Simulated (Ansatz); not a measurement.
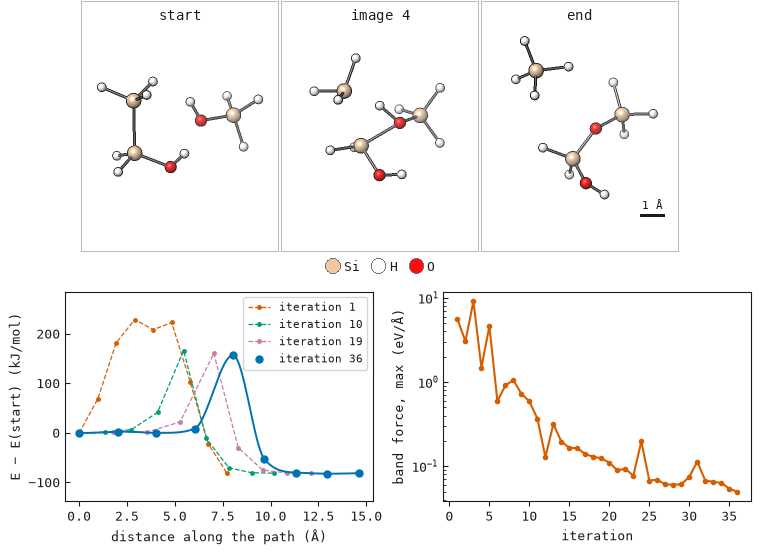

A search for the minimum-energy path of Si₃H₁₀O₂ by the nudged elastic band. Images are numbered from 0 (start) to 8 (end). The plot follows the band through its iterations. A ball-and-stick model, seen at a tilt.

All numbers below come from RKS PBE/6-31G* in Ansatz 0.2.0. Run with 7 movable images; climbing image; force threshold 0.05 eV/Å; iteration limit 60; starting path through a guess of the saddle point.

### Did the band converge, and can the barrier be trusted?

The run is converged, with reservations. The band converged in 36 iterations. The largest component of the band force went from 5.6 to 0.049 eV/Å. The climbing image converged on the top of the path. Its vibrational analysis gives 2 imaginary modes over 30i cm⁻¹, so it isn't confirmed as a transition state. The first iteration put the highest image at 229.0 kJ/mol. Forward barrier 157.0 kJ/mol, backward barrier 238.3 kJ/mol, with image 4 at the top; the reaction energy is −81.4 kJ/mol. Image 7 lies below both ends, at −82.4 kJ/mol, which points to an intermediate minimum that so few images don't resolve.

Cost: 6.5 min on 2 threads of AMD EPYC 9R14 (Zen 4) (shared host), peak memory 0.19 GiB.
